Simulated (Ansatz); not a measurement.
# Calculations on N

**1. Relaxation**

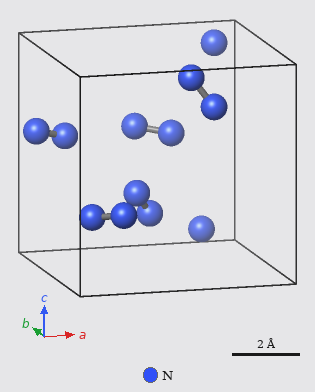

Starting structure of an amorphous cell of composition N. The picture is a ball-and-stick view of the cell of the calculation, seen slightly off an axis.

The cell holds 6 N2. The run prepares the start of a later molecular dynamics calculation, from a guessed geometry.

Method: Ansatz 0.2.0, DFT PBE, scalar-relativistic, plane waves, PAW.

Input
```yaml
crystal:
  lattice:
    - [6.791107, 0.0, 0.0]
    - [0.0, 6.791107, 0.0]
    - [0.0, 0.0, 6.791107]
  atoms:
    - { symbol: "N", position: [0.5194189, 0.9417768, 0.5572972] }
    - { symbol: "N", position: [0.6707283, 0.8781284, 0.5300875] }
    - { symbol: "N", position: [0.2650645, 0.2209899, 0.3096795] }
    - { symbol: "N", position: [0.1524892, 0.3406788, 0.2834616] }
    - { symbol: "N", position: [0.6125528, 0.3445894, 0.8923059] }
    - { symbol: "N", position: [0.7087099, 0.3123513, 0.7603948] }
    - { symbol: "N", position: [0.5398671, 0.7662394, 0.1942151] }
    - { symbol: "N", position: [0.4553161, 0.6797443, 0.3084768] }
    - { symbol: "N", position: [0.1696711, 0.8477484, 0.5517205] }
    - { symbol: "N", position: [0.0205415, 0.7870046, 0.5936318] }
    - { symbol: "N", position: [0.8354064, 0.9626885, 1.0670751] }
    - { symbol: "N", position: [0.893413, 0.9622371, 0.9111231] }
basis:
  ecutwfc: 420.0
kpoints:
  mp_grid: { grid: [1, 1, 1] }
hamiltonian:
  xc: pbe
scf:
  occupations: { method: fermi_dirac, width: 0.02 }
  lower_state_search: "off"
relax:
  f_tol: 0.3
  max_steps: 15
  adjacent_minimum: "off"
```

Run as
```bash
ansatz run input.yaml --threads 1 --pin off --max-ram 3072MiB --backend cpu --events-out ev --progress --plain --runs-dir out
```

Where does the relaxation end?

Answer. After 9 accepted moves (14 points after the start) the energy has fallen by 1.758 eV per cell of the calculation. Largest force component: 4.3 eV/Å at the start, 0.13 eV/Å at the end. The line search rejected the trial steps at points 7, 11 of the run. 3 steps only repeated the SCF at the same geometry. The forces were under the threshold at step 5, but the run went on from there. The largest move is that of N7, 0.88 Å along [−2 1 −2]. The cell doesn't change. Among the contacts that change: N11–N12 1.130 → 1.103 Å. Cost: 15 s on 1 thread of Arm Neoverse V2 (shared host), peak memory 0.34 GiB.

History of the run:

| step | E − E(0), meV/atom | largest force component, eV/Å | note |
| --- | --- | --- | --- |
| 0 | 0.00 | 4.3361 |  |
| 1 | -81.41 | 1.7756 |  |
| 2 | -110.28 | 2.5307 |  |
| 3 | -125.72 | 1.6367 |  |
| 4 | -135.97 | 0.8503 |  |
| 5 | -141.85 | 0.2906 |  |
| 6 | -141.85 | 0.2907 | same geometry, SCF repeated |
| 7 | -136.97 | 3.1495 | rejected |
| 8 | -143.26 | 0.6077 |  |
| 9 | -144.96 | 0.1653 |  |
| 10 | -144.96 | 0.1653 | same geometry, SCF repeated |
| 11 | -137.34 | 2.8228 | rejected |
| 12 | -145.11 | 0.7396 |  |
| 13 | -146.50 | 0.1335 |  |
| 14 | -146.50 | 0.1327 | same geometry, SCF repeated |

The structure at the end:

```
N
1.0
     6.79111    0.00000    0.00000
     0.00000    6.79111    0.00000
     0.00000    0.00000    6.79111
N
12
Direct
  0.47369 0.98481 0.66135
  0.60868 0.90734 0.61496
  0.28782 0.25002 0.30113
  0.13891 0.30987 0.27704
  0.61323 0.40123 0.87371
  0.75443 0.36188 0.80384
  0.44938 0.80137 0.10779
  0.47605 0.69273 0.22531
  0.09031 0.78173 0.47948
  0.03970 0.67433 0.59022
  0.90654 0.91775 0.07338
  0.00444 0.96112 0.95126
```

After the run, drawn alike:

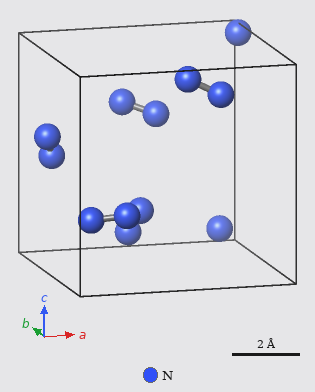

Limits of the set-up: the periodic images lie only 6.8 Å apart, so the values are limited by the cell's size.

**2. Dynamics**

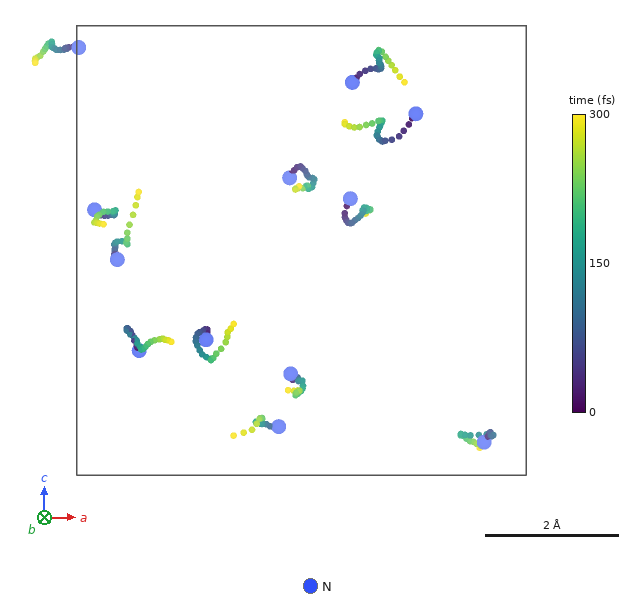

Molecular dynamics of a periodic cell with 6 N2 at 0.891 g/cm³, 300 fs long. Dots mark each atom's position at evenly spaced times, coloured by time; spheres stand at the starting positions. Seen along the b axis in the simulation cell.

Method: Ansatz 0.2.0, DFT PBE, scalar-relativistic, plane waves, PAW. Set-up: plane-wave cutoff 420 eV; k-point mesh 1 × 1 × 1; Fermi-Dirac smearing 0.02 eV; Langevin thermostat (NVT); set temperature 300 K; time step 1 fs; friction 0.02 per fs.

The input:
```yaml
crystal:
  lattice:
    - [6.791107, 0.0, 0.0]
    - [0.0, 6.791107, 0.0]
    - [0.0, 0.0, 6.791107]
  atoms:
    - { symbol: "N", position: [0.4736903, 0.98481084, 0.66135215] }
    - { symbol: "N", position: [0.60867756, 0.90733844, 0.61495693] }
    - { symbol: "N", position: [0.28782417, 0.25001902, 0.30113197] }
    - { symbol: "N", position: [0.13891192, 0.30986708, 0.27704452] }
    - { symbol: "N", position: [0.61323278, 0.40122947, 0.87370873] }
    - { symbol: "N", position: [0.7544257, 0.36187997, 0.80383557] }
    - { symbol: "N", position: [0.44937585, 0.80136879, 0.10778631] }
    - { symbol: "N", position: [0.4760531, 0.69272562, 0.22530674] }
    - { symbol: "N", position: [0.09030988, 0.78173437, 0.47948068] }
    - { symbol: "N", position: [0.03970329, 0.67433503, 0.59022028] }
    - { symbol: "N", position: [0.90653572, 0.9177456, 1.073382] }
    - { symbol: "N", position: [1.00443853, 0.96112266, 0.95126302] }
basis:
  ecutwfc: 420.0
kpoints:
  mp_grid: { grid: [1, 1, 1] }
hamiltonian:
  xc: pbe
scf:
  occupations: { method: fermi_dirac, width: 0.02 }
  lower_state_search: "off"
md:
  timestep: 1
  n_steps: 300
  ensemble: nvt_langevin
  temperature: 300.0
  initial_velocities: maxwell_boltzmann
  seed: 371206
  friction: 0.02
```

Command:
```bash
ansatz run input.yaml --threads 1 --pin off --max-ram 3072MiB --backend cpu --events-out ev --progress --plain --runs-dir out
```

Q: What do the traces tell about the motion?

A: In the second half of the run the atoms are, in the root-mean-square, this far from where they began (common drift taken out): N 0.50 Å. The heavy atoms stay within a fraction of a molecule's size of their starting places; so short a run doesn't tell a liquid from a solid.

Limits of the set-up: the periodic images lie only 6.8 Å apart, so the values are limited by the cell's size.

The run took 5 min on 1 thread of Arm Neoverse V2, with other jobs on the host, peak memory 0.34 GiB.

**3. Dynamics**

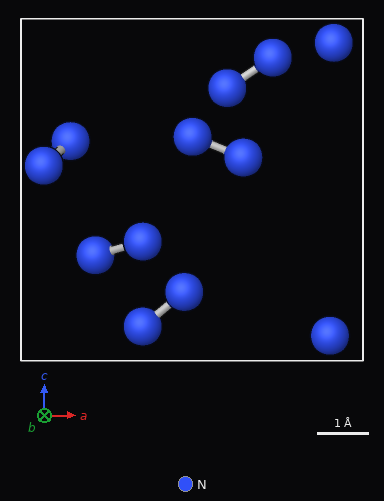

Starting frame of a dynamics run of a periodic cell with 6 N2 at 0.891 g/cm³. It starts from the last geometry of an earlier run, with fresh velocities. The picture is a ball-and-stick view of the simulation cell, seen along the b axis.

Theory: DFT PBE, scalar-relativistic, plane waves, PAW (Ansatz 0.2.0).

The input:
```yaml
crystal:
  lattice:
    - [6.791107, 0.0, 0.0]
    - [0.0, 6.791107, 0.0]
    - [0.0, 0.0, 6.791107]
  atoms:
    - { symbol: "N", position: [0.50172665, 0.96662447, 0.65498927] }
    - { symbol: "N", position: [0.65029326, 0.97295122, 0.59445062] }
    - { symbol: "N", position: [0.35626457, 0.18237072, 0.34870879] }
    - { symbol: "N", position: [0.21763414, 0.25946716, 0.30890329] }
    - { symbol: "N", position: [0.73628006, 0.4026335, 0.88657213] }
    - { symbol: "N", position: [0.60327041, 0.43102788, 0.7973878] }
    - { symbol: "N", position: [0.35599108, 0.72115405, 0.10043665] }
    - { symbol: "N", position: [0.47746366, 0.68058656, 0.20140172] }
    - { symbol: "N", position: [0.14498103, 0.72256988, 0.64248166] }
    - { symbol: "N", position: [0.06670542, 0.60268608, 0.5706271] }
    - { symbol: "N", position: [0.90351484, 0.94153408, 1.0734081] }
    - { symbol: "N", position: [0.91458138, 0.99811053, 0.92971882] }
basis:
  ecutwfc: 420.0
kpoints:
  mp_grid: { grid: [1, 1, 1] }
hamiltonian:
  xc: pbe
scf:
  occupations: { method: fermi_dirac, width: 0.02 }
  lower_state_search: "off"
md:
  timestep: 1.5
  n_steps: 400
  ensemble: nvt_langevin
  temperature: 300.0
  initial_velocities: maxwell_boltzmann
  seed: 930806
  friction: 0.05
```

Launched with:
```bash
ansatz run input.yaml --threads 1 --pin off --max-ram 3072MiB --backend cpu --events-out ev --progress --plain --runs-dir out
```

**What does the trajectory do?**

The mean temperature in the second half is 304 K (standard deviation 64 K). The potential energy in the second half lies on average 18.2 meV per atom below the first frame. Root-mean-square distances from the starting positions over the second half, with the common drift of all atoms taken out: N 0.64 Å. The heavy atoms stay within a fraction of a molecule's size of their starting places; so short a run doesn't tell a liquid from a solid.

Along the run (each row but the first and the last is the mean over the interval that it begins):

| time (fs) | potential energy (meV/atom) | T (K) |
| --- | --- | --- |
| 0.0 | 0.0 | 275 |
| 60.0 | -7.0 | 264 |
| 120.0 | -8.7 | 308 |
| 180.0 | -16.8 | 299 |
| 240.0 | -21.3 | 284 |
| 300.0 | -19.0 | 312 |
| 360.0 | -17.1 | 340 |
| 420.0 | -14.4 | 302 |
| 480.0 | -19.5 | 278 |
| 540.0 | -20.6 | 288 |
| 600.0 | -22.3 | 385 |

The paths of the atoms:

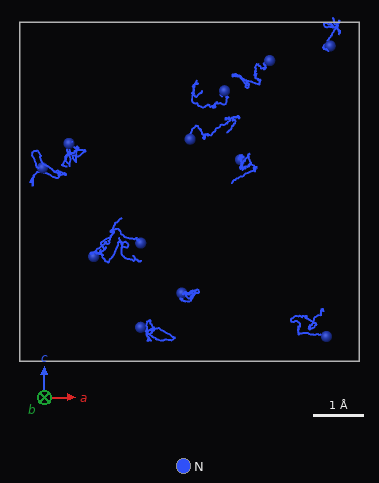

Limits of the set-up: the periodic images lie only 6.8 Å apart, so the values are limited by the cell's size.
